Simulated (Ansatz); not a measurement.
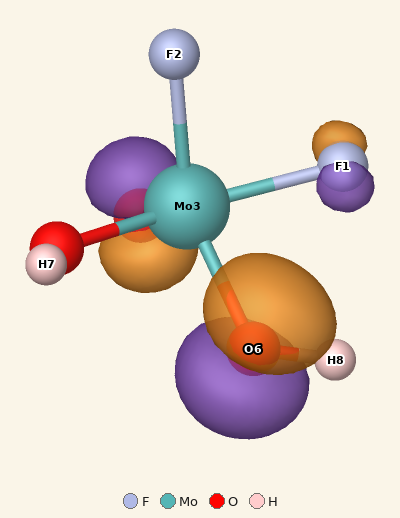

F2H2MoO3 (SMILES [O]=[Mo]([OH])([OH])([F])[F]). The HOMO at ±0.2 Å⁻³ᐟ² (orange and purple are the two phases), seen at a tilt.

Geometry: PBE0-D4/def2-SVP; core potentials replace the inner electrons of Mo.

Level of theory: Ansatz 0.2.0, isolated molecule in a Gaussian basis; Kohn-Sham density functional theory, functional PBE0.

```tsv
atom	x (Å)	y (Å)	z (Å)
F	-1.4529	0.8197	-1.0497
F	0.0131	1.9987	0.5599
Mo	-0.2768	0.1943	0.2590
O	-1.3260	-0.3950	1.3841
O	1.3618	-0.2242	0.9926
O	0.0599	-1.1234	-1.0399
H	2.2558	-0.1667	0.6333
H	-0.5426	-1.1604	-1.7952
```

### What is the character of this orbital?

It lies mainly on O6 (about 60 %) and O4 (about 20 %). Its energy is −9.98 eV.
